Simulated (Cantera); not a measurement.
A closed system holds: 1 mol SiC, 0.12 mol N₂O, 1.7 mol N₂, at 0.100 bar.

Cantera equilibrium calculation (NASA polynomials, part measured and part estimated; ideal gas, pure solids and liquids). Candidate condensed phases: C, Si, SiC, SiO₂, Si₂N₂O, Si₃N₄; 34 gas species. Mutual solubility and eutectic melting of coexisting phases are not modelled. Equilibrium is a limit: real reactors are often held back by kinetics, nucleation or transport.

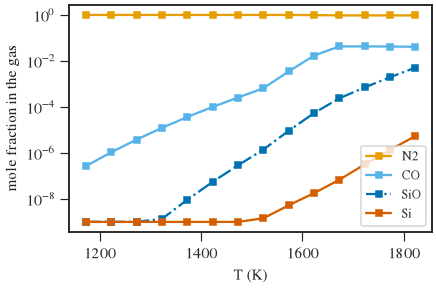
Figure: Equilibrium gas composition (values under 1e-9 drawn at 1e-9)

From 1173 K to 1473 K the condensed part is C(graphite) + Si₂N₂O(s) + Si₃N₄(s). From 1523 K to 1623 K the condensed part is C(graphite) + SiC(s) + Si₂N₂O(s). From 1673 K to 1823 K the condensed part is SiC(s) + Si₂N₂O(s).
